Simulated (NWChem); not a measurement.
# C2H4Cl2 (1,2-dichloroethane): M06-2X/STO-3G

What is the vertical ionisation energy of C2H4Cl2 (1,2-dichloroethane) at M06-2X/STO-3G? 

Program for the calculation: NWChem 7.3.0.

## (1) The structure to begin with

C2H4Cl2 has 8 atoms, charge 0, and is taken as a singlet. As SMILES, `ClCCCl`. The coordinates come from a PBE0-D4/def2-TZVP relaxation. This is one conformer, not always the lowest.

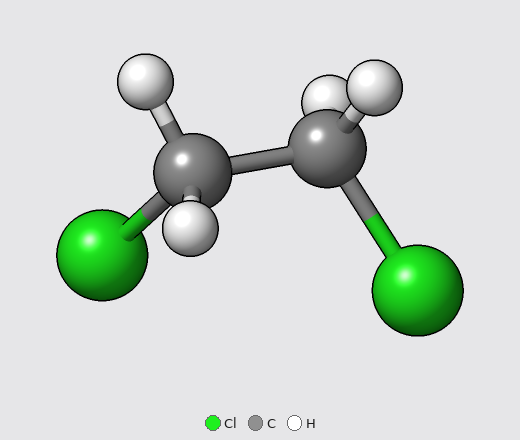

Viewed from a chosen angle; chlorine green, carbon grey, hydrogen white.

## (2) A single-point energy at M06-2X/STO-3G

Contents of a.nw:

```
start a
title "C2H4Cl2"
memory stack 880 mb heap 220 mb global 1100 mb

geometry units angstrom noautosym nocenter noautoz
  Cl    -2.043530     0.146710    -0.469250
  C     -0.462920     0.562090     0.226000
  C      0.627600    -0.371560    -0.222240
  Cl     0.432340    -2.010930     0.432390
  H     -0.226170     1.575680    -0.101920
  H     -0.570340     0.551100     1.309740
  H      1.589520     0.001780     0.133100
  H      0.653500    -0.454880    -1.307840
end

basis spherical bse
  * library STO-3G
end

dft
  xc m06-2x
  grid fine
  convergence energy 1e-08
  maxiter 100
  mulliken
  print low
end

task dft energy
```

On the command line:

```sh
nwchem a.nw > a.out
```

What it wrote:

```text
[...]
 d= 0,ls=0.0,diis     1   -987.9624749336 -1.19D+03  4.97D-02  5.66D-01     2.5
[...]
 d= 0,ls=0.0,diis     7   -988.0863033594 -1.90D-10  1.69D-07  5.99D-12    11.6
         Total DFT energy =     -988.086303359372
      One electron energy =    -1767.895574678729
           Coulomb energy =      645.235291709862
    Exchange-Corr. energy =      -68.754139794787
 Nuclear repulsion energy =      203.328119404282
[...]
      Total Density - Mulliken Population Analysis
     ---------------------------------------------
    Atom       Charge   Shell Charges
 -----------   ------   -------------------------------------------------------
    1 Cl  17    17.13   2.00  2.00  5.99  1.96  5.19
    2 C    6     6.11   1.99  1.21  2.90
    3 C    6     6.11   1.99  1.21  2.90
    4 Cl  17    17.13   2.00  2.00  5.99  1.96  5.19
    5 H    1     0.88   0.88
    6 H    1     0.88   0.88
    7 H    1     0.88   0.88
    8 H    1     0.88   0.88
[...]
```

Run time: 12 s. Hardware: 1 thread of Intel Xeon Platinum 8259CL at 2.50GHz (Skylake/Cascade Lake), shared host; peak memory 0.12 GiB.

## (3) The doublet cation at the same level

Contents of run.xyz:

```xyz
8
C2H4Cl2 energy
Cl    -2.043530     0.146710    -0.469250
C     -0.462920     0.562090     0.226000
C      0.627600    -0.371560    -0.222240
Cl     0.432340    -2.010930     0.432390
H     -0.226170     1.575680    -0.101920
H     -0.570340     0.551100     1.309740
H      1.589520     0.001780     0.133100
H      0.653500    -0.454880    -1.307840
```

Contents of run.nw:

```
start run
title "C2H4Cl2 energy"
memory stack 880 mb heap 220 mb global 1100 mb
charge 1

geometry noautosym nocenter noautoz
 load format xyz run.xyz
end

basis "ao basis" spherical bse
 * library STO-3G
end

dft
 xc m06-2x
 mult 2
 grid fine
 convergence energy 1e-08
 iterations 100
 mulliken
 print low
end

task dft energy
```

On the command line:

```sh
nwchem run.nw > run.out
```

What it wrote:

```text
[...]
 d= 0,ls=0.0,diis     1   -987.4145814357 -1.19D+03  3.55D-02  2.32D-01     2.3
[...]
 d= 0,ls=0.0,diis    15   -987.7147918143 -8.64D-10  3.35D-07  4.92D-11    29.3
[...]
         Total DFT energy =     -987.714791814321
      One electron energy =    -1752.547555646067
           Coulomb energy =      629.656294739863
    Exchange-Corr. energy =      -68.151650312400
 Nuclear repulsion energy =      203.328119404282
[...]
      Total Density - Mulliken Population Analysis
     ---------------------------------------------
    Atom       Charge   Shell Charges
 -----------   ------   -------------------------------------------------------
    1 Cl  17    16.78   2.00  2.00  5.98  1.97  4.82
    2 C    6     6.11   1.99  1.24  2.88
    3 C    6     6.11   1.99  1.24  2.88
    4 Cl  17    16.78   2.00  2.00  5.98  1.97  4.82
    5 H    1     0.80   0.80
    6 H    1     0.81   0.81
    7 H    1     0.80   0.80
    8 H    1     0.81   0.81
[...]
      <S2> =      0.7508 (Exact =     0.7500)
[...]
```

It took 30 s on 1 thread of Intel Xeon Platinum 8259CL at 2.50GHz (Skylake/Cascade Lake), shared host; peak memory 0.12 GiB.

## (4) Outcome

At M06-2X/STO-3G:

```
                                          quantity          value
                     singlet C2H4Cl2: total energy  -988.08630 Eh
                      doublet cation: total energy  -987.71479 Eh
                              doublet cation: ⟨S²⟩          0.751
vertical ionisation energy (to the doublet cation)      10.109 eV
```

The vertical ionisation energy comes to 10.11 eV (233 kcal/mol). In a minimal basis such a difference can be off by several eV, whatever the method. Mulliken charges (singlet C2H4Cl2) run from -0.13 on Cl1 to +0.12 on H5; they depend strongly on the basis. Mulliken charges (doublet cation) run from -0.11 on C2 to +0.22 on Cl1; they depend strongly on the basis.
